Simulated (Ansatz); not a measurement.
**H2Br (doublet): correlated methods under varied settings at distance H1–H2 along a hydrogen transfer = 1.061 Å**

Aim: run H2Br (doublet) at one geometry under a spread of methods and options, and see what each costs and gives.

Method: the settings change from run to run; program: Ansatz 0.2.0, Gaussian basis.

7 further runs of the same task are left out: 6 that didn't finish, 1 set aside as unsound or not needed.

## Step 1: What is computed

The geometry derives from fragments relaxed apart (PBE0/def2-TZVP) and kept rigid, so it is no stationary point. A hydrogen atom is moved between rigid fragments. No spin-orbit coupling is included. The filled d shell of Br may be among the frozen orbitals whatever the setting's name suggests; the logs give the count.

3 atoms, charge 0, spin multiplicity 2.

Atoms are counted from 1 here; the program's logs count them from 0.

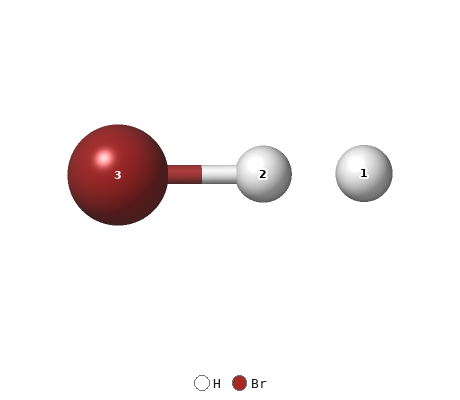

The structure; hydrogen white, bromine red; atoms are numbered from 1 in the order of the file.

## Step 2: CASCI(3,8)/6-31G

File in.yaml:

```yaml
crystal:
  periodic: [false, false, false]
  atoms:
    - {symbol: H, position_ang: [0.000000, 0.000000, -1.217333]}
    - {symbol: H, position_ang: [0.000000, 0.000000, -0.156333]}
    - {symbol: Br, position_ang: [0.000000, 0.000000, 1.373667]}
basis:
  gaussian: {orbitals: 6-31G}
magnetization: {spin_polarized: false, initial_magnetization: 1}
correlation: {active_space: {window: {electrons: 3, orbitals: 8}, fixed_orbitals: true, states: [{multiplicity: 2, weights: [1, 1, 1, 0.5]}, {multiplicity: 4, weights: [1]}]}}
```

On the command line:

```bash
> ansatz run in.yaml --threads 1 --pin off --events-out ev --progress --plain --max-ram 2393MiB
```

Log:

```text
Functional definition: HF
  name "HF"
  cite "Fock, Z. Phys. 61, 126 (1930) doi:10.1007/BF01340294"
  parent pbe
  exchange = exact_x
  correlation = 0
498 factors; integrals over basis functions are off by at most 7.2e-8 eV
mean field evaluation 1: about -70017.2033 eV, gradient 9.4e0 eV
mean field evaluation 2: about -70017.2057 eV, gradient 9.4e0 eV
mean field evaluation 4: about -70017.7335 eV, gradient 1.5e0 eV
mean field evaluation 8: about -70017.7693 eV, gradient 1.3e-1 eV
mean field evaluation 16: about -70015.7418 eV, gradient 1.6e-2 eV
mean field evaluation 32: about -70017.7695 eV, gradient 3.2e-6 eV
mean field -70017.76953131 eV, -2573.1055705270 hartree, gradient 3.2e-6 eV, S^2 0.750000; 3 other end points of the search recorded, 0 dependent functions left out
reference -70017.76953131 eV, -2573.1055705270 hartree; 19, 18 occupied and 14, 15 virtual orbitals, 498 factors
state -70017.89470497 eV, -2573.1101705740 hartree
state -70015.87348745 eV, -2573.0358922000 hartree
state -70008.21316718 eV, -2572.7543806228 hartree
state -70007.49802041 eV, -2572.7280994635 hartree
state -70009.07835689 eV, -2572.7861757579 hartree
WARN: the results are in doubt because the space or a class takes a part of the degenerate orbitals at -11.6747 eV
Total energy: -70012.17971704 eV, -2572.9001486414 hartree
In doubt: the space or a class takes a part of the degenerate orbitals at -11.6747 eV
```

Wall time 0.51 s (1 thread of Arm Neoverse V1, shared host).

From the report: 80 determinants; active occupations (of the averaged states) 1.33, 1.10, 0.56, 0.01, 0.00, 0.00, 0.00, 0.00. The program marks this result as in doubt; its last lines say why.

## Step 3: HF/def2-TZVP

File in.yaml:

```yaml
crystal:
  periodic: [false, false, false]
  atoms:
    - {symbol: H, position_ang: [0.000000, 0.000000, -1.217333]}
    - {symbol: H, position_ang: [0.000000, 0.000000, -0.156333]}
    - {symbol: Br, position_ang: [0.000000, 0.000000, 1.373667]}
basis:
  gaussian: {orbitals: def2-TZVP, point_charges: [{charge: -1.00, position_ang: [2.595, 0.164, -0.000]}]}
magnetization: {spin_polarized: true, initial_magnetization: 1}
hamiltonian: {xc: hf}
output: {orbitals: {seedname: orbitals}}
```

Launched as before.

Log:

```text
Functional definition: HF
  name "HF"
  cite "Fock, Z. Phys. 61, 126 (1930) doi:10.1007/BF01340294"
  parent pbe
  exchange = exact_x
  correlation = 0
424 factors; integrals over basis functions are off by at most 1.7e-3 eV
mean field evaluation 1: about -70027.5418 eV, gradient 8.5e0 eV
mean field evaluation 2: about -70027.5419 eV, gradient 8.5e0 eV
mean field evaluation 4: about -70028.3484 eV, gradient 1.9e0 eV
mean field evaluation 8: about -70028.4086 eV, gradient 2.0e-3 eV
mean field -70028.40862634 eV, -2573.4965500578 hartree, gradient 1.5e-5 eV, S^2 0.788604; 0 other end points of the search recorded, 0 dependent functions left out
reference -70028.40862634 eV, -2573.4965500578 hartree; 19, 18 occupied and 41, 42 virtual orbitals, 424 factors
Total energy: -70028.40862634 eV, -2573.4965500578 hartree
```

Run time: 0.48 s. Hardware: 1 thread of Arm Neoverse V1, shared host.

From the report: ⟨S²⟩ of the determinant 0.789 (pure doublet: 0.75).

## Step 4: CCSD on ROHF/6-31G

File in.yaml:

```yaml
crystal:
  periodic: [false, false, false]
  atoms:
    - {symbol: H, position_ang: [0.000000, 0.000000, -1.217333]}
    - {symbol: H, position_ang: [0.000000, 0.000000, -0.156333]}
    - {symbol: Br, position_ang: [0.000000, 0.000000, 1.373667]}
basis:
  gaussian: {orbitals: 6-31G}
magnetization: {spin_polarized: false, initial_magnetization: 1}
correlation: {method: ccsd, electrons: all, diis_vectors: 1}
output: {forces: true}
```

Launched as before.

Log, cut to the lines that bear on the results:

```text
Functional definition: HF
  name "HF"
  cite "Fock, Z. Phys. 61, 126 (1930) doi:10.1007/BF01340294"
  parent pbe
[...]
323 factors; integrals over basis functions are off by at most 7.1e-4 eV
[...]
mean field -70017.76939824 eV, -2573.1055656366 hartree, gradient 2.5e-6 eV, S^2 0.750000; 3 other end points of the search recorded, 0 dependent functions left out
determinant -70017.76939824 eV, -2573.1055656366 hartree, with singles and doubles -70024.28772575 eV, -2573.3451097544 hartree
determinant -70015.73986114 eV, -2573.0309815239 hartree, with singles and doubles -70022.03279257 eV, -2573.2622424883 hartree
reference -70017.76939824 eV, -2573.1055656366 hartree; 19, 18 occupied and 14, 15 virtual orbitals, 323 factors
second order -6.44523931 eV of doubles, -0.09963833 eV of singles
cycle   1  -6.51638792 eV  change    1.9e-3 eV  update   2.8e-4
[...]
cycle   7  -6.51653563 eV  change    8.1e-7 eV  update   1.6e-6
[...]
Total energy: -70024.28593387 eV, -2573.3450439038 hartree
Atom 0 at     0.000000     0.000000    -1.217333 Å, force     0.000000    -0.000000     0.391807 eV/Å
Atom 1 at     0.000000     0.000000    -0.156333 Å, force    -0.000000     0.000000    -1.838197 eV/Å
Atom 2 at     0.000000     0.000000     1.373667 Å, force     0.000000    -0.000000     1.446390 eV/Å
Dipole moment:     0.000000    -0.000000    -0.280155 e Å
```

Run time: 4.6 s. Hardware: 1 thread of Arm Neoverse V1, shared host.

From the report: correlation -6.5165 eV; T1 0.014; largest double amplitude 0.10.

## Step 5: CASSCF(7,7)/6-31G

Changes to in.yaml since step 4:

```diff
@@ -9,3 +9,3 @@
 magnetization: {spin_polarized: false, initial_magnetization: 1}
-correlation: {method: ccsd, electrons: all, diis_vectors: 1}
-output: {forces: true}
+correlation: {active_space: {window: {electrons: 7, orbitals: 7}}}
+scf: {lower_state_search: light}
```

Same command.

Log:

```text
Functional definition: HF
  name "HF"
  cite "Fock, Z. Phys. 61, 126 (1930) doi:10.1007/BF01340294"
  parent pbe
  exchange = exact_x
  correlation = 0
323 factors; integrals over basis functions are off by at most 7.1e-4 eV
mean field evaluation 1: about -70017.1845 eV, gradient 9.4e0 eV
mean field evaluation 2: about -70017.2021 eV, gradient 9.5e0 eV
mean field evaluation 4: about -70017.7333 eV, gradient 1.6e0 eV
mean field evaluation 8: about -70017.7617 eV, gradient 4.0e-1 eV
mean field evaluation 16: about -70012.9351 eV, gradient 2.4e1 eV
mean field evaluation 32: about -70012.9351 eV, gradient 2.4e1 eV
mean field -70017.76939824 eV, -2573.1055656365 hartree, gradient 2.5e-6 eV, S^2 0.750000; 3 other end points of the search recorded, 0 dependent functions left out
reference -70017.76939824 eV, -2573.1055656365 hartree; 19, 18 occupied and 14, 15 virtual orbitals, 323 factors
state -70018.87909446 eV, -2573.1463462207 hartree
Total energy: -70018.87909446 eV, -2573.1463462207 hartree
```

Wall time 10 s (1 thread of Arm Neoverse V1, shared host).

From the report: 1,225 determinants; active occupations 1.99, 1.99, 1.96, 1.00, 0.04, 0.01, 0.01.

## Step 6: The runs in one table

Where basis and cores are those of an earlier FCI/6-31G run (-70019.6701 eV), and the state is the same kind, the miss against it is given. † marks a result that the program doubts.

```
                                      level  correlated  functions  energy (eV)  from FCI (meV)    time
CASCI(3,8)/6-31G (mean of several states) †                     33  -70012.1797                  0.51 s
       HF/def2-TZVP (beside a point charge)                     60  -70028.4086                  0.48 s
                         CCSD on ROHF/6-31G         all         33  -70024.2859                   4.6 s
                          CASSCF(7,7)/6-31G                     33  -70018.8791           791.1    10 s
```

## Step 7: Results

| quantity | value |
| --- | --- |
| runs | 4 |
| quickest | HF/def2-TZVP (beside a point charge), 0.48 s |
| slowest | CASSCF(7,7)/6-31G, 10 s |

What this shows: Total energies in different bases, with other cores or another treatment of relativity can't be set against each other. CASSCF(7,7)/6-31G took 21 times as long as HF/def2-TZVP (beside a point charge); the jobs differ in more than the method. Hartree-Fock, CASSCF and CASCI lack dynamic correlation by design.
